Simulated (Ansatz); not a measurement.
**ZrNH4Cl3: geometry relaxation (part 2 of 2)**

ZrNH4Cl3; RHF/def2-SVP (Ansatz 0.2.0). The input holds or restrains some coordinates. It belongs to a series of runs on one base structure; here: pulled along the bonds that form and break, towards end B.

Geometry of the input (Å):
```
Zr 0.0000  0.0000  0.0000
N  0.0000  0.0000  2.5600
H  -0.8770  -0.2713  3.0900
H  0.8770  0.2713  3.0900
Cl 2.3764  0.0000  -0.8392
Cl -1.1869  2.0563  -0.8392
Cl -1.1869  -2.0563  -0.8392
H  1.1221  -1.7040  0.6779
H  0.8569  -1.3013  1.7349
```

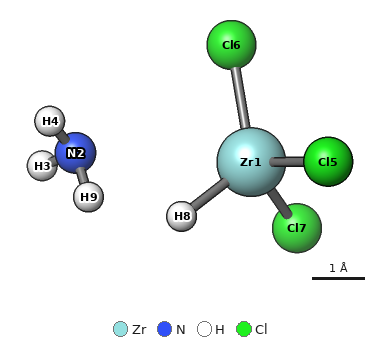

Figure 1. The geometry at step 11 of the log (ball-and-stick view, seen at a tilt; atoms are numbered from 1 in the order of the input).

**Trajectory as extended XYZ, continued**
```
9
Properties=species:S:1:pos:R:3:forces:R:3 step=4 energy=-40313.68517
Zr    0.1150   -0.1681   -0.4022    0.3895  -0.6459   1.3560
N     0.1380   -0.2683    2.7399    2.0128   0.3581  -2.7218
H    -0.8016   -0.2871    3.0899    0.5325  -0.3618   0.2495
H     0.8769    0.3002    3.1437   -1.2052  -0.1410   0.3380
Cl    2.3765    0.0391   -0.8767    0.6236   0.7691  -0.9599
Cl   -1.1583    2.0082   -0.8180    0.6607  -1.1075   0.5199
Cl   -1.2062   -2.0345   -0.8630   -0.6595  -0.0500  -0.6969
H     1.0453   -1.6005    0.4669   -0.9073   0.9985   0.3998
H     0.5960   -0.9944    2.1547   -1.4470   0.1804   1.5155
9
Properties=species:S:1:pos:R:3:forces:R:3 step=5 energy=-40314.00044
Zr    0.1697   -0.2325   -0.5738    0.1707  -0.2687   1.1476
N     0.1700   -0.2160    2.7826   -4.8380  -5.1806  -5.6968
H    -0.7605   -0.2763    3.1746    0.9080  -0.2121   0.0824
H     0.7949    0.2844    3.1797    4.9780   4.4340   3.9344
Cl    2.4413    0.1293   -1.0322    0.1854   0.2628  -0.6789
Cl   -1.0936    1.9014   -0.7639    0.4821  -0.8012   0.3836
Cl   -1.2787   -2.0389   -0.9852   -0.2556   0.0030  -0.6101
H     0.9487   -1.5050    0.5286   -0.4488   0.6614   0.0457
H     0.5898   -1.0518    2.3248   -1.1819   1.1015   1.3922
9
Properties=species:S:1:pos:R:3:forces:R:3 step=6 energy=-40314.48401
Zr    0.1949   -0.2508   -0.5857    0.0094  -0.3128   1.1389
N     0.1214   -0.2257    2.7813   -2.3908  -4.0108  -3.2427
H    -0.7401   -0.3909    3.2986    1.1315   0.1352  -0.1631
H     0.7218    0.4331    3.0678    2.2791   2.8172   1.8581
Cl    2.4515    0.0978   -1.1397    0.0932   0.1655  -0.5772
Cl   -1.0263    1.8905   -0.6833    0.4265  -0.6970   0.3154
Cl   -1.2826   -2.0168   -1.0754   -0.1225   0.0406  -0.5458
H     0.9279   -1.4854    0.5822   -0.3116   0.6012  -0.1248
H     0.6132   -1.0571    2.3894   -1.1147   1.2608   1.3411
9
Properties=species:S:1:pos:R:3:forces:R:3 step=7 energy=-40314.84546
Zr    0.2111   -0.2947   -0.6041    0.0219  -0.2117   1.1315
N     0.0936   -0.2558    2.7818   -0.5870  -1.1299  -1.0221
H    -0.7201   -0.4528    3.3846    1.4604   0.6073  -0.5066
H     0.6555    0.5653    2.9446   -0.3463  -0.4630   0.6301
Cl    2.4400    0.0805   -1.2684   -0.0240   0.0431  -0.4694
Cl   -0.9516    1.8526   -0.5852    0.3416  -0.5730   0.2399
Cl   -1.3009   -1.9939   -1.2270    0.0478   0.0385  -0.3900
H     0.9195   -1.4109    0.6853   -0.2233   0.3989  -0.5196
H     0.6345   -1.0956    2.5236   -0.6910   1.2897   0.9060
9
Properties=species:S:1:pos:R:3:forces:R:3 step=8 energy=-40315.13446
Zr    0.2331   -0.3554   -0.5736    0.0708   0.0164   0.6108
N     0.0697   -0.2011    2.8020   -0.0492  -0.6356  -1.1557
H    -0.7416   -0.4157    3.3804    0.9831   0.4176  -0.1647
H     0.6551    0.5801    3.0746   -0.4962  -0.6426   0.3746
Cl    2.3907    0.0684   -1.4567   -0.2777  -0.0799  -0.2064
Cl   -0.9015    1.7770   -0.4548    0.2319  -0.4260   0.1667
Cl   -1.2667   -1.9929   -1.3927    0.1780   0.1430  -0.1727
H     0.9404   -1.4314    0.7313   -0.0827   0.1596  -0.3948
H     0.6025   -1.0343    2.5249   -0.5580   1.0475   0.9423
9
Properties=species:S:1:pos:R:3:forces:R:3 step=9 energy=-40315.31042
Zr    0.2580   -0.3951   -0.5782    0.2070  -0.0951   0.3561
N     0.0488   -0.1617    2.8140    0.0347  -0.7725  -1.1709
H    -0.7421   -0.4033    3.3888    0.3820   0.2253   0.1179
H     0.6029    0.5976    3.1625   -0.0823  -0.1858   0.3579
Cl    2.3459    0.0371   -1.6434   -0.4466  -0.1388   0.0492
Cl   -0.8488    1.7112   -0.3330    0.1213  -0.2256   0.0640
Cl   -1.2303   -1.9744   -1.5435    0.2540   0.2226   0.0144
H     0.9380   -1.4318    0.7851   -0.0278   0.0999  -0.5648
H     0.6092   -0.9849    2.5830   -0.4424   0.8699   0.7762
9
Properties=species:S:1:pos:R:3:forces:R:3 step=10 energy=-40315.40138
Zr    0.2847   -0.4122   -0.5775    0.1310  -0.0709   0.4921
N     0.0061   -0.1290    2.7992    0.5544  -0.7289  -0.7348
H    -0.7565   -0.4162    3.3841    0.0203  -0.0145   0.1271
H     0.5400    0.5835    3.2660   -0.0349  -0.0848   0.0793
Cl    2.2587   -0.0362   -1.8074   -0.0664  -0.0317  -0.0412
Cl   -0.7786    1.6791   -0.2386   -0.0043   0.0421  -0.0256
Cl   -1.1784   -1.9504   -1.6011    0.0178   0.0049  -0.0057
H     0.9953   -1.3894    0.8150    0.0358  -0.0073  -0.5873
H     0.6103   -0.9344    2.5954   -0.6537   0.8910   0.6960
9
Properties=species:S:1:pos:R:3:forces:R:3 step=11 energy=-40315.43503
Zr    0.3264   -0.3818   -0.5701    0.0883  -0.0287   0.4061
N    -0.0693   -0.1644    2.8001    0.6509  -0.7611  -0.3751
H    -0.7828   -0.5146    3.4181    0.0356  -0.0335  -0.0582
H     0.4330    0.5512    3.3013   -0.0433  -0.0229  -0.0784
Cl    2.1912   -0.1115   -1.9792   -0.0348  -0.0137  -0.0174
Cl   -0.6663    1.7534   -0.2799    0.0453   0.0023   0.0058
Cl   -1.1833   -1.9454   -1.4804   -0.0118  -0.0110   0.0511
H     1.1389   -1.2672    0.8306    0.0770   0.0285  -0.5738
H     0.5939   -0.9251    2.5946   -0.8072   0.8401   0.6399
9
Properties=species:S:1:pos:R:3:forces:R:3 step=12 energy=-40315.46825
Zr    0.3759   -0.3467   -0.5706    0.0715  -0.0627   0.3047
N    -0.1630   -0.2275    2.7901    0.8015  -1.0108   0.0853
H    -0.7967   -0.6468    3.4703    0.3529   0.2433  -0.4836
H     0.2853    0.5535    3.2549   -0.1891  -0.1799  -0.1820
Cl    2.1365   -0.1811   -2.1434   -0.2021  -0.0349   0.1529
Cl   -0.5189    1.8402   -0.2906    0.1222  -0.1538   0.0043
Cl   -1.2085   -1.9457   -1.3079    0.1146   0.1278   0.1213
H     1.2835   -1.1341    0.8416    0.0631   0.1313  -0.6377
H     0.5875   -0.9171    2.5908   -1.1346   0.9398   0.6348
9
Properties=species:S:1:pos:R:3:forces:R:3 step=13 energy=-40315.53327
Zr    0.4124   -0.3179   -0.5675    0.0398  -0.0800   0.4921
N    -0.2124   -0.2844    2.7716    0.8487  -0.6677  -0.4106
H    -0.8041   -0.7827    3.4197    0.0883   0.0623  -0.1533
H     0.1276    0.5402    3.2422   -0.0710  -0.0678  -0.0670
Cl    2.0689   -0.2690   -2.2436   -0.0790  -0.0232   0.0429
Cl   -0.3775    1.8966   -0.2850    0.0580  -0.0244   0.0010
Cl   -1.2318   -1.9265   -1.1102    0.0400   0.0462   0.0561
H     1.3909   -0.9890    0.8510    0.1133   0.0939  -0.6229
H     0.6077   -0.8727    2.5570   -1.0381   0.6608   0.6615
9
Properties=species:S:1:pos:R:3:forces:R:3 step=14 energy=-40315.56842
Zr    0.4472   -0.2828   -0.5712   -0.0323  -0.1314   0.6355
N    -0.2545   -0.3470    2.7490    1.0287  -0.3310  -0.5654
H    -0.7866   -0.9312    3.3711    0.0185  -0.0134  -0.0458
H    -0.0501    0.5173    3.2274   -0.0552  -0.1319  -0.0523
Cl    2.0093   -0.3748   -2.3292   -0.0245  -0.0084  -0.0087
Cl   -0.2470    1.9584   -0.2926    0.0278   0.0287  -0.0127
Cl   -1.2529   -1.8867   -0.9153    0.0231   0.0210  -0.0078
H     1.4713   -0.8506    0.8546    0.1578   0.0714  -0.6201
H     0.6448   -0.8079    2.5414   -1.1439   0.4950   0.6774
9
Properties=species:S:1:pos:R:3:forces:R:3 step=15 energy=-40315.54360 accepted=F
Zr    0.4486   -0.2933   -0.5501    0.0921   0.1282   0.4440
N    -0.2778   -0.3436    2.7652    1.1453  -0.2994  -0.1378
H    -0.7634   -1.0754    3.2885    0.4734   0.5818  -0.3886
H    -0.1915    0.4861    3.3581   -0.0833  -0.7328  -0.4685
Cl    1.9237   -0.4452   -2.3827   -0.0650  -0.0332   0.0971
Cl   -0.1159    1.9979   -0.3451   -0.0167  -0.1169   0.0123
Cl   -1.2743   -1.8828   -0.8696    0.0181   0.0329   0.0666
H     1.5496   -0.7779    0.8528    0.0629  -0.0122  -0.5591
H     0.6825   -0.6710    2.5182   -1.6268   0.4516   0.9340
9
Properties=species:S:1:pos:R:3:forces:R:3 step=16 energy=-40315.58077
Zr    0.4544   -0.2779   -0.5669   -0.0166  -0.0708   0.6289
N    -0.2633   -0.3517    2.7487    0.9705  -0.3267  -0.6181
H    -0.7694   -1.0071    3.3198    0.0287   0.0164  -0.0423
H    -0.1301    0.4944    3.2780   -0.0269  -0.0651  -0.0226
Cl    1.9733   -0.4236   -2.3582   -0.0130  -0.0090  -0.0023
Cl   -0.1887    1.9818   -0.3138    0.0125   0.0098  -0.0127
Cl   -1.2626   -1.8720   -0.8650    0.0034   0.0068  -0.0017
H     1.5023   -0.8065    0.8562    0.1510   0.0407  -0.6077
H     0.6657   -0.7427    2.5363   -1.1096   0.3977   0.6785
9
Properties=species:S:1:pos:R:3:forces:R:3 step=17 energy=-40315.58228
Zr    0.4588   -0.2670   -0.5626   -0.0116  -0.0747   0.5989
N    -0.2614   -0.3558    2.7516    0.9776  -0.2699  -0.4673
H    -0.7508   -1.0778    3.2613    0.1490   0.1781  -0.1216
H    -0.2009    0.4663    3.3360   -0.0247  -0.2246  -0.1313
Cl    1.9470   -0.4729   -2.3752   -0.0158  -0.0009   0.0244
Cl   -0.1501    2.0076   -0.3565    0.0075  -0.0062   0.0009
Cl   -1.2749   -1.8497   -0.8289    0.0022   0.0134   0.0091
H     1.5165   -0.7750    0.8612    0.1551   0.0335  -0.6135
H     0.6973   -0.6810    2.5485   -1.2393   0.3513   0.7003
9
Properties=species:S:1:pos:R:3:forces:R:3 step=18 energy=-40315.58838
Zr    0.4620   -0.2617   -0.5626   -0.0195  -0.0584   0.6213
N    -0.2667   -0.3607    2.7496    0.9773  -0.2491  -0.6816
H    -0.7341   -1.1049    3.2373    0.0036  -0.0039  -0.0029
H    -0.2298    0.4422    3.3532   -0.0038  -0.0015   0.0018
Cl    1.9398   -0.4998   -2.3775   -0.0004  -0.0016  -0.0001
Cl   -0.1316    2.0172   -0.3720    0.0027   0.0018  -0.0025
Cl   -1.2842   -1.8352   -0.7988   -0.0001   0.0016   0.0028
H     1.5291   -0.7451    0.8623    0.1482   0.0197  -0.6048
H     0.6971   -0.6572    2.5436   -1.1080   0.2913   0.6660
```

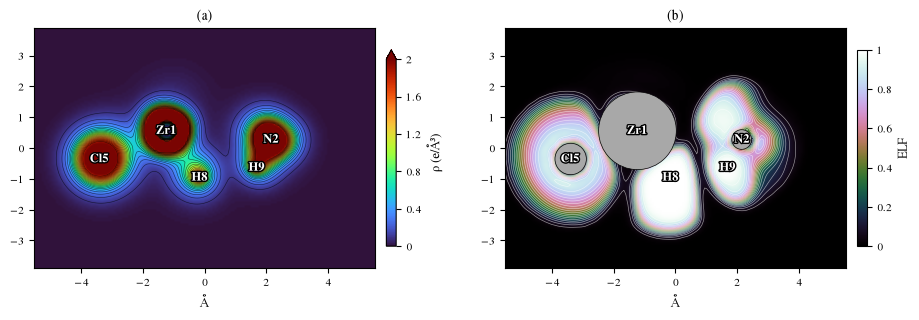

Figure 2. (a) electron density; (b) electron localisation function on the plane of atoms Cl5, Zr1 and H8. Grey discs, where drawn, cover atomic cores. The section cuts through Zr, N, Cl and H sites. Zr–Cl (2.35 Å): ρ is about 0.57 e/Å³ halfway; the ELF peaks at about 0.85 in the valence shell of Cl, 0.8 Å from its nucleus, and is about 0.35 at the midpoint. Zr–H (1.84 Å): ρ is about 1 e/Å³ halfway, with its minimum of 0.71 e/Å³ about 1.2 Å from Zr; the ELF climbs to about 1 towards the hydrogen.

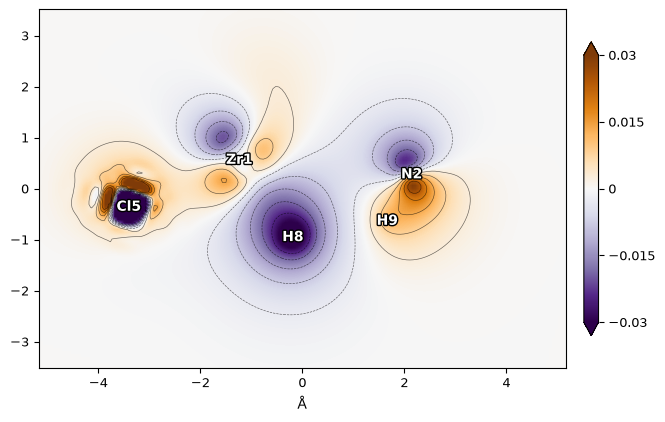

Figure 3. The HOMO−1 on the plane of atoms Cl5, Zr1 and H8 (values in Å⁻³ᐟ²; the overall sign is arbitrary). Its energy is −12.55 eV.

**Summary**

```json
{"quantity": "outcome", "value": "converged under the restraints of the input"}
{"quantity": "total energy", "value": "−40315.5884 eV"}
{"quantity": "mean-field energy", "value": "−40315.5884 eV"}
{"quantity": "largest force (length of the vector) at the end, held atoms and coordinates included", "value": "1.325 eV/Å"}
{"quantity": "hardware", "value": "2 threads of AMD EPYC (Zen 4), 64 GiB of memory available, shared host"}
{"quantity": "wall time", "value": "31 s (CPU time 57 s)"}
{"quantity": "peak memory", "value": "0.3 GiB"}
```
